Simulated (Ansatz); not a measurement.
# Geometry relaxation, with input and output: C$_{6}$H$_{15}$Al (part 2 of 2)

C$_{6}$H$_{15}$Al, SMILES C[CH2][Al]([CH2]C)[CH2]C; RKS PBE0-D4/def2-TZVP (Ansatz 0.2.0). The geometry: PBE-D4/def2-SVP start.

Geometry of the input (Å):
```
C  1.0737  -2.2457  -1.7030
C  1.4019  -0.8746  -1.0914
Al -0.0215  0.0212  -0.0399
C  -1.8032  -0.8292  0.1518
C  -2.7956  -0.1751  1.1278
C  0.3231  1.7959  0.7771
C  1.7678  2.3217  0.7410
H  1.9197  -2.6740  -2.2833
H  0.8085  -2.9926  -0.9250
H  0.2052  -2.1935  -2.3934
H  2.3044  -0.9434  -0.4386
H  1.7153  -0.1581  -1.8883
H  -2.2424  -0.8710  -0.8752
H  -1.6466  -1.9037  0.4097
H  -2.9921  0.8880  0.8699
H  -3.7817  -0.6882  1.1483
H  -2.4121  -0.1776  2.1709
H  -0.3612  2.5133  0.2602
H  -0.0644  1.7779  1.8236
H  2.4622  1.6614  1.3041
H  1.8663  3.3390  1.1788
H  2.1635  2.3782  -0.2961
```

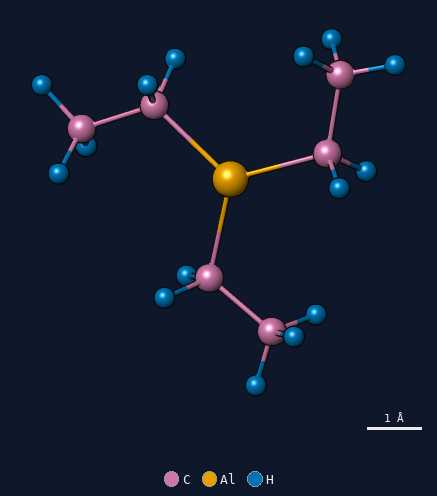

**Figure 1.** The geometry at step 9 of the log (ball-and-stick view, seen at a tilt).

Trajectory as extended XYZ, continued:
```
22
Properties=species:S:1:pos:R:3:forces:R:3 step=3 energy=-13055.83481
C     1.0614   -2.2237   -1.6850    0.0020  -0.0077  -0.0061
C     1.3955   -0.8609   -1.0813   -0.0013   0.0157   0.0094
Al   -0.0214    0.0220   -0.0400    0.0036  -0.0061   0.0108
C    -1.7859   -0.8286    0.1459    0.0141  -0.0019  -0.0089
C    -2.7693   -0.1693    1.1113   -0.0079  -0.0004   0.0015
C     0.3139    1.7800    0.7776   -0.0122  -0.0114  -0.0019
C     1.7503    2.2982    0.7310    0.0042   0.0075   0.0016
H     1.8949   -2.6442   -2.2564    0.0052  -0.0034  -0.0039
H     0.8009   -2.9546   -0.9144   -0.0014  -0.0004   0.0075
H     0.2047   -2.1675   -2.3623   -0.0058   0.0032  -0.0028
H     2.2845   -0.9379   -0.4399    0.0001  -0.0030   0.0019
H     1.7034   -0.1625   -1.8724    0.0031  -0.0007  -0.0092
H    -2.2244   -0.8771   -0.8615   -0.0088  -0.0008  -0.0037
H    -1.6339   -1.8821    0.4166    0.0003  -0.0001   0.0051
H    -2.9609    0.8739    0.8452    0.0013   0.0058  -0.0053
H    -3.7380   -0.6782    1.1344   -0.0079  -0.0028   0.0009
H    -2.3872   -0.1637    2.1360    0.0061  -0.0003   0.0033
H    -0.3585    2.4942    0.2801    0.0003   0.0094  -0.0006
H    -0.0496    1.7554    1.8136    0.0042  -0.0025   0.0025
H     2.4348    1.6407    1.2742    0.0002  -0.0069   0.0017
H     1.8497    3.2959    1.1701    0.0026   0.0072   0.0033
H     2.1260    2.3598   -0.2941   -0.0018  -0.0006  -0.0071
22
Properties=species:S:1:pos:R:3:forces:R:3 step=4 energy=-13055.83496
C     1.0612   -2.2230   -1.6846   -0.0014  -0.0065  -0.0023
C     1.3961   -0.8600   -1.0813    0.0022   0.0090   0.0023
Al   -0.0209    0.0212   -0.0385   -0.0009   0.0021  -0.0037
C    -1.7853   -0.8300    0.1458    0.0038  -0.0026  -0.0076
C    -2.7701   -0.1678    1.1083   -0.0039   0.0028   0.0034
C     0.3139    1.7788    0.7804   -0.0084  -0.0013  -0.0002
C     1.7498    2.2984    0.7298    0.0058   0.0017  -0.0004
H     1.8942   -2.6445   -2.2564    0.0007   0.0000  -0.0002
H     0.8005   -2.9530   -0.9131   -0.0005  -0.0010   0.0015
H     0.2039   -2.1661   -2.3613   -0.0012   0.0006  -0.0004
H     2.2851   -0.9377   -0.4399    0.0019  -0.0015   0.0008
H     1.7043   -0.1625   -1.8731   -0.0002  -0.0004  -0.0003
H    -2.2239   -0.8829   -0.8615    0.0005  -0.0011   0.0013
H    -1.6327   -1.8822    0.4214    0.0000  -0.0024   0.0026
H    -2.9621    0.8742    0.8374   -0.0002   0.0012  -0.0017
H    -3.7386   -0.6775    1.1336   -0.0005  -0.0003  -0.0003
H    -2.3874   -0.1576    2.1329    0.0004   0.0012   0.0009
H    -0.3608    2.4948    0.2881    0.0008  -0.0007   0.0024
H    -0.0447    1.7506    1.8181    0.0008  -0.0005   0.0037
H     2.4366    1.6383    1.2672    0.0013  -0.0011  -0.0007
H     1.8511    3.2945    1.1725   -0.0002   0.0001   0.0005
H     2.1206    2.3639   -0.2970   -0.0008   0.0006  -0.0015
22
Properties=species:S:1:pos:R:3:forces:R:3 step=6 energy=-13055.83539
C     1.0594   -2.2202   -1.6834   -0.0008   0.0114   0.0075
C     1.3987   -0.8571   -1.0802   -0.0010  -0.0192  -0.0095
Al   -0.0185    0.0184   -0.0327   -0.0054   0.0083  -0.0130
C    -1.7807   -0.8381    0.1499   -0.0209   0.0021   0.0087
C    -2.7772   -0.1550    1.0869    0.0136   0.0031  -0.0023
C     0.3172    1.7676    0.8040    0.0101   0.0185   0.0087
C     1.7480    2.3004    0.7200    0.0019  -0.0136  -0.0055
H     1.8901   -2.6434   -2.2575   -0.0038   0.0020   0.0028
H     0.7991   -2.9492   -0.9105    0.0011  -0.0008  -0.0063
H     0.2001   -2.1607   -2.3576    0.0047  -0.0033   0.0019
H     2.2885   -0.9380   -0.4404    0.0021   0.0028  -0.0011
H     1.7067   -0.1606   -1.8731   -0.0026   0.0016   0.0079
H    -2.2115   -0.9221   -0.8589    0.0124  -0.0011   0.0126
H    -1.6241   -1.8812    0.4576   -0.0021   0.0069  -0.0049
H    -2.9752    0.8773    0.7831    0.0000  -0.0155   0.0059
H    -3.7421   -0.6715    1.1219    0.0066   0.0041  -0.0005
H    -2.3998   -0.1109    2.1131   -0.0095   0.0017  -0.0141
H    -0.3784    2.4885    0.3487    0.0100  -0.0201   0.0106
H    -0.0070    1.7141    1.8527    0.0023   0.0026  -0.0153
H     2.4570    1.6307    1.2170   -0.0131   0.0192  -0.0129
H     1.8567    3.2856    1.1855    0.0002  -0.0116  -0.0065
H     2.0836    2.3952   -0.3174   -0.0058   0.0006   0.0253
22
Properties=species:S:1:pos:R:3:forces:R:3 step=7 energy=-13055.83557
C     1.0592   -2.2200   -1.6840   -0.0002   0.0112   0.0067
C     1.3988   -0.8574   -1.0798   -0.0040  -0.0163  -0.0125
Al   -0.0179    0.0176   -0.0312    0.0023  -0.0011   0.0058
C    -1.7788   -0.8410    0.1539   -0.0254   0.0015   0.0031
C    -2.7829   -0.1480    1.0758    0.0171   0.0067  -0.0011
C     0.3218    1.7604    0.8171    0.0030   0.0271   0.0080
C     1.7479    2.3031    0.7151    0.0074  -0.0189  -0.0097
H     1.8897   -2.6426   -2.2588   -0.0032   0.0016   0.0023
H     0.7992   -2.9497   -0.9118    0.0008  -0.0006  -0.0052
H     0.1996   -2.1599   -2.3578    0.0040  -0.0028   0.0013
H     2.2891   -0.9389   -0.4406   -0.0002   0.0037   0.0002
H     1.7065   -0.1603   -1.8722   -0.0006   0.0016   0.0050
H    -2.2039   -0.9421   -0.8557    0.0112  -0.0011   0.0172
H    -1.6200   -1.8791    0.4782   -0.0012   0.0146  -0.0067
H    -2.9848    0.8785    0.7546    0.0016  -0.0216   0.0076
H    -3.7453   -0.6687    1.1146    0.0062   0.0043  -0.0001
H    -2.4103   -0.0855    2.1030   -0.0106   0.0005  -0.0207
H    -0.3862    2.4821    0.3821    0.0169  -0.0234   0.0147
H     0.0158    1.6934    1.8710    0.0059   0.0013  -0.0276
H     2.4700    1.6313    1.1907   -0.0228   0.0262  -0.0173
H     1.8586    3.2829    1.1915    0.0011  -0.0136  -0.0080
H     2.0647    2.4136   -0.3271   -0.0093  -0.0009   0.0370
22
Properties=species:S:1:pos:R:3:forces:R:3 step=9 energy=-13055.83588
C     1.0591   -2.2205   -1.6875    0.0015   0.0017   0.0000
C     1.3983   -0.8613   -1.0773   -0.0053   0.0014   0.0004
Al   -0.0137    0.0115   -0.0207    0.0064  -0.0072   0.0151
C    -1.7755   -0.8448    0.1645   -0.0141  -0.0088  -0.0090
C    -2.7946   -0.1352    1.0559    0.0137   0.0158   0.0060
C     0.3332    1.7461    0.8412   -0.0203   0.0268   0.0121
C     1.7476    2.3102    0.7060    0.0233  -0.0214  -0.0182
H     1.8890   -2.6390   -2.2657    0.0032  -0.0018  -0.0025
H     0.8013   -2.9551   -0.9195   -0.0010  -0.0014   0.0033
H     0.1989   -2.1585   -2.3599   -0.0036   0.0009  -0.0026
H     2.2907   -0.9438   -0.4415    0.0009   0.0000   0.0025
H     1.7024   -0.1589   -1.8663    0.0029   0.0021  -0.0055
H    -2.1858   -0.9738   -0.8480    0.0045   0.0012   0.0192
H    -1.6160   -1.8742    0.5160   -0.0015   0.0185  -0.0050
H    -3.0017    0.8804    0.7047    0.0050  -0.0212   0.0061
H    -3.7529   -0.6624    1.0981   -0.0030  -0.0007   0.0012
H    -2.4347   -0.0412    2.0853   -0.0070  -0.0022  -0.0240
H    -0.3985    2.4638    0.4399    0.0265  -0.0220   0.0156
H     0.0593    1.6583    1.9029    0.0104   0.0008  -0.0356
H     2.4940    1.6403    1.1458   -0.0321   0.0269  -0.0179
H     1.8595    3.2821    1.1976    0.0022  -0.0042  -0.0026
H     2.0308    2.4459   -0.3430   -0.0125  -0.0053   0.0414
22
Properties=species:S:1:pos:R:3:forces:R:3 step=10 energy=-13055.83601
C     1.0590   -2.2203   -1.6891   -0.0008  -0.0037  -0.0006
C     1.3987   -0.8630   -1.0754    0.0000   0.0054   0.0038
Al   -0.0113    0.0079   -0.0146    0.0018   0.0003   0.0002
C    -1.7746   -0.8460    0.1679   -0.0058  -0.0169  -0.0137
C    -2.7974   -0.1319    1.0504    0.0062   0.0210   0.0129
C     0.3365    1.7421    0.8476   -0.0296   0.0218   0.0154
C     1.7466    2.3126    0.7032    0.0321  -0.0174  -0.0190
H     1.8884   -2.6376   -2.2691    0.0019  -0.0004  -0.0012
H     0.8015   -2.9570   -0.9229   -0.0007  -0.0012   0.0017
H     0.1983   -2.1562   -2.3607   -0.0024   0.0007  -0.0014
H     2.2920   -0.9472   -0.4408    0.0009  -0.0012   0.0008
H     1.7020   -0.1584   -1.8627    0.0011   0.0014  -0.0022
H    -2.1805   -0.9814   -0.8455    0.0065   0.0016   0.0162
H    -1.6164   -1.8732    0.5262   -0.0013   0.0130  -0.0039
H    -3.0046    0.8808    0.6912    0.0033  -0.0166   0.0058
H    -3.7554   -0.6598    1.0933   -0.0015  -0.0012  -0.0001
H    -2.4411   -0.0300    2.0801   -0.0068  -0.0013  -0.0184
H    -0.4016    2.4578    0.4549    0.0215  -0.0209   0.0125
H     0.0718    1.6499    1.9110    0.0068   0.0014  -0.0260
H     2.4991    1.6439    1.1335   -0.0234   0.0214  -0.0138
H     1.8594    3.2828    1.1977   -0.0012  -0.0028  -0.0008
H     2.0202    2.4539   -0.3474   -0.0084  -0.0043   0.0320
22
Properties=species:S:1:pos:R:3:forces:R:3 step=12 energy=-13055.83619
C     1.0571   -2.2178   -1.6925   -0.0002  -0.0025  -0.0011
C     1.4013   -0.8655   -1.0700    0.0019   0.0033  -0.0020
Al   -0.0082    0.0033   -0.0067    0.0017   0.0006  -0.0022
C    -1.7715   -0.8509    0.1744    0.0019  -0.0019  -0.0045
C    -2.8020   -0.1233    1.0365   -0.0041   0.0014   0.0029
C     0.3414    1.7332    0.8633   -0.0062   0.0006   0.0002
C     1.7435    2.3168    0.6948    0.0033   0.0018   0.0003
H     1.8858   -2.6348   -2.2739   -0.0013   0.0005   0.0009
H     0.7955   -2.9581   -0.9309    0.0002   0.0012  -0.0013
H     0.1975   -2.1462   -2.3650    0.0016   0.0000   0.0011
H     2.2933   -0.9573   -0.4344   -0.0016  -0.0004  -0.0004
H     1.7087   -0.1572   -1.8527   -0.0009  -0.0028   0.0028
H    -2.1691   -1.0062   -0.8388    0.0004   0.0006   0.0035
H    -1.6132   -1.8705    0.5529   -0.0006   0.0012   0.0009
H    -3.0112    0.8805    0.6558    0.0007  -0.0017  -0.0002
H    -3.7584   -0.6541    1.0847    0.0018   0.0005  -0.0005
H    -2.4524    0.0010    2.0655    0.0002  -0.0003  -0.0016
H    -0.4108    2.4457    0.4955    0.0030  -0.0009   0.0012
H     0.1014    1.6264    1.9305    0.0016   0.0009   0.0000
H     2.5100    1.6496    1.0992   -0.0009  -0.0004  -0.0004
H     1.8596    3.2815    1.1992   -0.0010  -0.0013  -0.0004
H     1.9922    2.4737   -0.3587   -0.0014  -0.0005   0.0006
22
Properties=species:S:1:pos:R:3:forces:R:3 step=13 energy=-13055.83622
C     1.0559   -2.2165   -1.6950   -0.0008   0.0011   0.0012
C     1.4028   -0.8672   -1.0671    0.0002   0.0000  -0.0025
Al   -0.0063    0.0014   -0.0032   -0.0025  -0.0013   0.0017
C    -1.7693   -0.8536    0.1785   -0.0006   0.0009   0.0004
C    -2.8049   -0.1181    1.0282    0.0002  -0.0004  -0.0003
C     0.3442    1.7282    0.8728    0.0005  -0.0005  -0.0002
C     1.7414    2.3194    0.6899   -0.0003   0.0013   0.0010
H     1.8846   -2.6340   -2.2759    0.0002   0.0003   0.0003
H     0.7903   -2.9585   -0.9366   -0.0002   0.0003  -0.0004
H     0.1981   -2.1400   -2.3692    0.0005   0.0001   0.0001
H     2.2930   -0.9641   -0.4300    0.0000   0.0000   0.0008
H     1.7140   -0.1572   -1.8466    0.0004  -0.0006   0.0003
H    -2.1624   -1.0220   -0.8342   -0.0003  -0.0001   0.0017
H    -1.6102   -1.8682    0.5703   -0.0006   0.0017  -0.0004
H    -3.0161    0.8799    0.6337    0.0009  -0.0024   0.0008
H    -3.7596   -0.6514    1.0801    0.0008   0.0004   0.0000
H    -2.4589    0.0206    2.0565   -0.0002  -0.0001  -0.0025
H    -0.4162    2.4397    0.5205    0.0025  -0.0014   0.0010
H     0.1194    1.6124    1.9425    0.0012   0.0006  -0.0039
H     2.5163    1.6521    1.0781   -0.0025   0.0019  -0.0018
H     1.8599    3.2804    1.2009    0.0012  -0.0012  -0.0010
H     1.9747    2.4864   -0.3656   -0.0009  -0.0007   0.0037
22
Properties=species:S:1:pos:R:3:forces:R:3 step=15 energy=-13055.83623
C     1.0545   -2.2142   -1.6978    0.0005  -0.0003  -0.0009
C     1.4040   -0.8685   -1.0637   -0.0008  -0.0005  -0.0014
Al   -0.0055   -0.0006    0.0001    0.0015   0.0014  -0.0006
C    -1.7679   -0.8565    0.1827   -0.0009  -0.0006   0.0006
C    -2.8078   -0.1146    1.0214   -0.0004   0.0007   0.0001
C     0.3472    1.7240    0.8796    0.0001   0.0018   0.0022
C     1.7401    2.3220    0.6852    0.0000  -0.0010  -0.0010
H     1.8844   -2.6331   -2.2762   -0.0009  -0.0003   0.0003
H     0.7821   -2.9577   -0.9433    0.0001   0.0007  -0.0010
H     0.2003   -2.1318   -2.3760    0.0014   0.0000   0.0007
H     2.2913   -0.9714   -0.4233   -0.0001   0.0003   0.0001
H     1.7211   -0.1568   -1.8391   -0.0007  -0.0012   0.0018
H    -2.1575   -1.0370   -0.8292    0.0013   0.0003   0.0018
H    -1.6078   -1.8664    0.5862   -0.0001   0.0016  -0.0011
H    -3.0215    0.8780    0.6146    0.0002  -0.0026   0.0013
H    -3.7608   -0.6506    1.0775    0.0014   0.0014   0.0004
H    -2.4643    0.0375    2.0487   -0.0012  -0.0002  -0.0021
H    -0.4197    2.4346    0.5403    0.0012  -0.0016   0.0009
H     0.1352    1.6010    1.9512   -0.0001   0.0008  -0.0031
H     2.5219    1.6544    1.0587   -0.0019   0.0021  -0.0011
H     1.8612    3.2793    1.2025    0.0000  -0.0024  -0.0014
H     1.9602    2.4983   -0.3716   -0.0006  -0.0004   0.0035
```

Key numbers:

- outcome: converged
- total energy: −13055.8363 eV
- mean-field energy: −13055.4566 eV
- dispersion energy: −0.3796 eV
- SCF solution under orbital rotations: stable
- largest force (length of the vector) at the end: 0.004 eV/Å
- dipole moment: 0.00 D
- hardware: 2 CPU threads, shared host
- wall time: 21 s (CPU time 29 s)
- peak memory: 0.97 GiB
